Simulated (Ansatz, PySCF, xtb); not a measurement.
CH4O (SMILES CO) with H2O (SMILES O) on the geometries of the S66x8 set, where R/Re scales the closest contact. Geometry at R/Re = 1.00 (charge 0, multiplicity 1):
```xyz
9

O     -0.95089     0.44250    -0.00338
H      0.01338     0.41003    -0.00303
C     -1.41232    -0.89295     0.00489
H     -2.49860    -0.86157     0.00403
H     -1.09029    -1.45244    -0.87664
H     -1.09135    -1.44113     0.89388
O      1.99752     0.34491    -0.00090
H      2.43673     0.73306    -0.76077
H      2.43541     0.74752     0.75219
```

Interaction energies with rigid monomers; basis-set methods are counterpoise corrected unless marked otherwise.

Rows in STO-3G carry no dispersion term and start afresh at each structure.

Codes used: Ansatz (an electronic-structure program); PySCF for STO-3G rows; xtb for the GFN methods. 

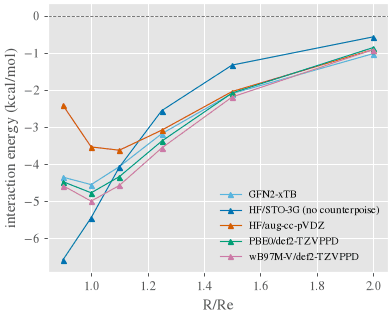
*Interaction energy against separation*

Which level binds most strongly at R/Re = 1.00, and by how much?

HF/STO-3G (no counterpoise), -5.4 kcal/mol.
